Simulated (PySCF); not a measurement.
## A study: C₄H₅NO, SMILES `N#C/C=C\CO`

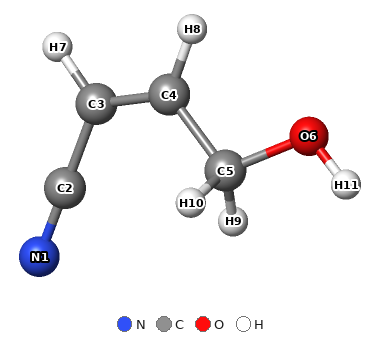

The molecule, with its atoms numbered as below. No frequency check shows the geometry to be a minimum.

Coordinates in Å:

```
N1      -2.5086   -0.9510   -0.0409
C2      -1.7800   -0.0648   -0.0328
C3      -0.8875    1.0242   -0.0241
C4       0.4333    0.8682    0.0608
C5       1.1248   -0.4518    0.1676
O6       2.4820   -0.2744   -0.1659
H7      -1.3430    2.0025   -0.0864
H8       1.0949    1.7217    0.0593
H9       0.6425   -1.1881   -0.4927
H10      1.0254   -0.8218    1.2028
H11      2.9408   -1.1174   -0.0988
```

## 1. In an electric field

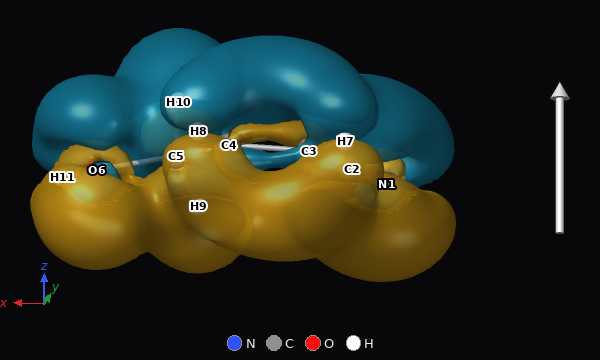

Change of the electron density in a uniform field of 0.10 V/Å along +z (arrow), surfaces at ±0.0003 e/Å³ (yellow: gain, teal: loss).

Method: PBE0/def2-SVPD; geometry: GFN2-xTB; program: PySCF.

**What dipole is induced, and what polarisability does it imply?**

The induced dipole is 0.20 D (along the field); α along this axis, from the fields in both directions, is 40 bohr³ (5.9 Å³).

**Which atoms gain and lose the most charge?**

Electrons gather most on H9 (Hirshfeld charge changes by −0.002 e) and leave H10 most (+0.004 e); 0.023 electrons are displaced in all.

## 2. Removing or adding an electron

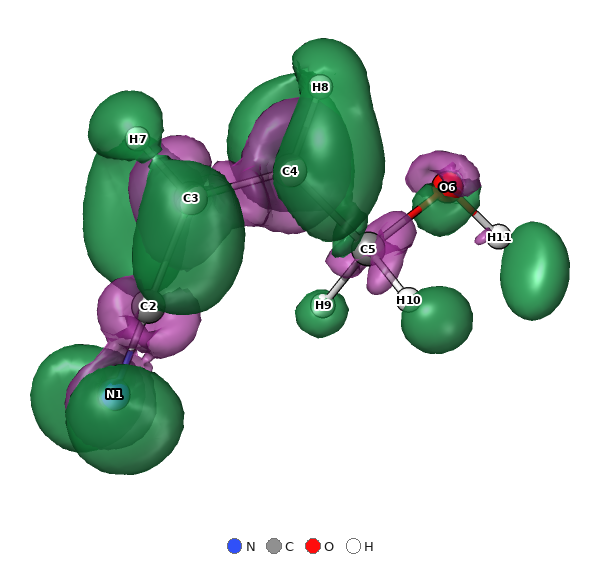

Fukui function f⁺ = ρ(N+1) − ρ(N) at fixed geometry, surfaces at ±0.015 e/Å³ (green positive, purple negative).

PySCF calculation, BP86/6-311+G**, gas phase; geometry: GFN2-xTB.

**On which atoms does the density change most on addition of an electron?**

f⁺ (Hirshfeld-condensed) is largest on H11 (0.17), N1 (0.15) and C4 (0.12); the vertical electron affinity is −0.04 eV (the stability of the anion's solution wasn't checked; negative: at this level and geometry the extra electron isn't bound, and the finite basis holds it). Condensed values hint at sites of nucleophilic attack but needn't mark the atom that reacts. Shares this close don't rank the sites. Orbital relaxation makes it negative in places (0.13 e in all).

| atom | f⁺ | charge |
| --- | --- | --- |
| N1 | +0.15 | −0.22 |
| C2 | +0.08 | +0.07 |
| C3 | +0.11 | −0.03 |
| C4 | +0.12 | 0.00 |
| C5 | +0.07 | +0.01 |
| O6 | +0.05 | −0.21 |
| H7 | +0.06 | +0.07 |
| H8 | +0.06 | +0.06 |
| H9 | +0.04 | +0.04 |
| H10 | +0.09 | +0.05 |
| H11 | +0.17 | +0.16 |

## 3. Localised orbitals

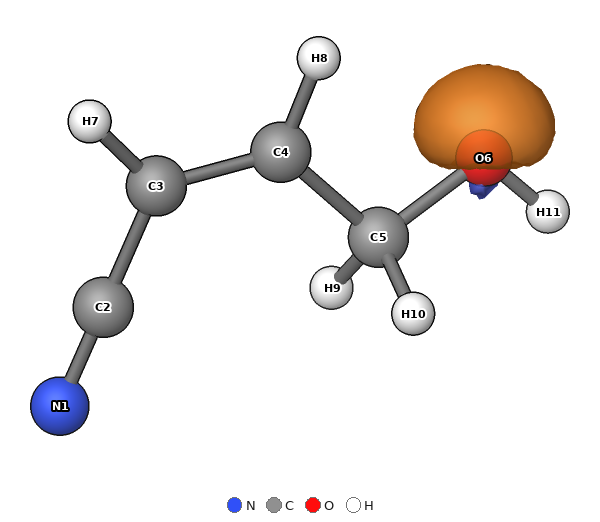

Intrinsic bond orbitals (IBO), occupied; each surface holds about 70 % of the orbital's density. Energies are diagonal elements of the Fock matrix.

PySCF calculation, PBE/def2-SVPD, gas phase; geometry: GFN2-xTB.

**What does this orbital represent?**

Lone pair on O6 (sp1.2-type) (O6 99 %; −12.4 eV).
